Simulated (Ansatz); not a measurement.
**AlH3 (SMILES [H][Al]([H])[H]): B3LYP/3-21G**

What is the electronic atomisation energy of AlH3 at B3LYP/3-21G? 

The results are computed with Ansatz 0.2.0.

61 further runs of the same task are left out: 2 that didn't finish, 59 set aside as unsound or not needed.

### 1 Starting point

The species is AlH3 (4 atoms), meant as a singlet with charge 0. SMILES: `[H][Al]([H])[H]`. Geometry: a GFN2-xTB relaxation, a rough one for these elements and not checked as a minimum.

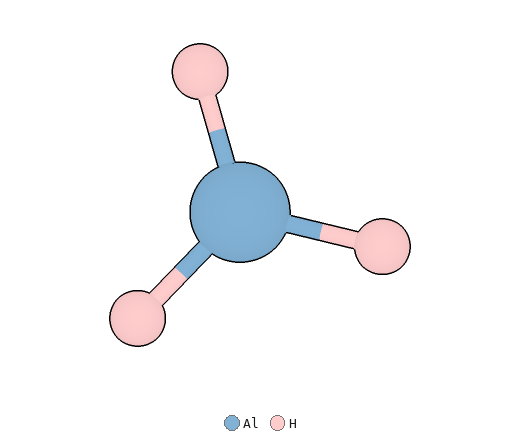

The structure, seen from a chosen angle (aluminium light blue, hydrogen pink).

### 2 The energy at B3LYP/3-21G

File molecule.yaml:

```yaml
crystal:
  periodic: [false, false, false]
  atoms:
    - {symbol: Al, position_ang: [-0.000010, -0.000020, 0.000020]}
    - {symbol: H, position_ang: [1.552650, -0.030520, 0.014610]}
    - {symbol: H, position_ang: [-0.749810, 1.359840, -0.019120]}
    - {symbol: H, position_ang: [-0.802830, -1.329300, 0.004480]}
basis:
  gaussian:
    orbitals: 3-21G.json
hamiltonian:
  xc: {name: B3LYP}
accuracy: high
```

The basis set 3-21G is read from a file made from the Basis Set Exchange's data (not shown).

On the command line:

```
ansatz run molecule.yaml --threads 1 --pin off --max-ram 2610MiB --events-out events.jsonl --progress --plain --runs-dir runs
```

Standard output:

```text
Warning: RAYON_NUM_THREADS=1 ignored (pool sized by the plan → 1); use --threads N
Functional definition: B3LYP
  name "B3LYP"
  parameter a0 = 0.2
  parameter ax = 0.72
  parameter ac = 0.81
  exchange = (1 - a0 - ax)*slater_x + ax*b88_x + a0*exact_x
  correlation = (1 - ac)*vwn_rpa_c + ac*lyp_c
374 factors; integrals over basis functions are off by at most 2.8e-9 eV
mean field evaluation 1: about -6608.1925 eV, gradient 9.7e0 eV
mean field evaluation 2: about -6608.5311 eV, gradient 3.2e0 eV
mean field evaluation 4: about -6608.5715 eV, gradient 3.3e-1 eV
mean field evaluation 8: about -6608.5676 eV, gradient 1.5e-3 eV
mean field -6608.56764739 eV, -242.8603815935 hartree, gradient 2.4e-8 eV, S^2 0.000000; 0 other end points of the search recorded, 0 dependent functions left out
reference -6608.56768118 eV, -242.8603828354 hartree; 8, 8 occupied and 11, 11 virtual orbitals, 374 factors
Total energy: -6608.56768118 eV, -242.8603828354 hartree
```

Wall time 0.58 s (1 thread of Arm Neoverse V2, shared host).

### 3 The Al atom, same level

File job.yaml:

```yaml
basis:
  gaussian:
    orbitals: 3-21G.json
crystal:
  periodic: [false, false, false]
  atoms:
    - symbol: Al
      position_ang: [0.000000, 0.000000, 0.000000]
accuracy: high
magnetization:
  spin_polarized: true
  initial_magnetization: 1
hamiltonian:
  xc: {name: B3LYP}
```

The basis set 3-21G is read from a file made from the Basis Set Exchange's data (not shown).

Run the same way, it converges to -241.04384 Eh (log not shown).

### 4 The H atom

File molecule.yaml:

```yaml
crystal:
  periodic: [false, false, false]
  atoms:
    - {symbol: H, position_ang: [0.000000, 0.000000, 0.000000]}
basis:
  gaussian:
    orbitals: 3-21G.json
hamiltonian:
  xc: {name: B3LYP}
magnetization:
  spin_polarized: true
  initial_magnetization: 1
accuracy: high
```

The basis set 3-21G is read from a file made from the Basis Set Exchange's data (not shown).

On the command line:

```
ansatz run molecule.yaml --threads 1 --pin off --max-ram 2610MiB --events-out events.jsonl --progress --plain --runs-dir runs
```

Standard output (excerpt; [...] marks lines left out):

```text
Warning: RAYON_NUM_THREADS=1 ignored (pool sized by the plan → 1); use --threads N
[... 7 set-up lines as earlier in the session ...]
3 factors; integrals over basis functions are off by at most 1.3e-8 eV
mean field evaluation 1: about -13.5327 eV, gradient 2.5e-1 eV
mean field evaluation 2: about -13.5332 eV, gradient 1.1e-2 eV
mean field evaluation 4: about -13.5325 eV, gradient 2.3e-6 eV
mean field evaluation 8: about -13.5325 eV, gradient 9.0e-8 eV
mean field -13.53252094 eV, -0.4973109718 hartree, gradient 9.0e-8 eV, S^2 0.750000; 0 other end points of the search recorded, 0 dependent functions left out
reference -13.53253359 eV, -0.4973114368 hartree; 1, 0 occupied and 1, 2 virtual orbitals, 3 factors
Total energy: -13.53253359 eV, -0.4973114368 hartree
```

Run time: 0.1 s. Hardware: 1 thread of Arm Neoverse V2, shared host.

### 5 Results

At B3LYP/3-21G:

| quantity | value |
| --- | --- |
| molecule: total energy | -242.86038 Eh |
| Al atom: total energy | -241.04384 Eh |
| Al atom: ⟨S²⟩ | 0.750 |
| H atom: total energy | -0.49731 Eh |
| H atom: ⟨S²⟩ | 0.750 |
| electronic atomisation energy | 8.833 eV |

Taking the molecule apart into free atoms costs 8.83 eV (852 kJ/mol), before zero-point energy and without spin-orbit coupling. The basis has no polarisation functions, which makes bonds too weak.
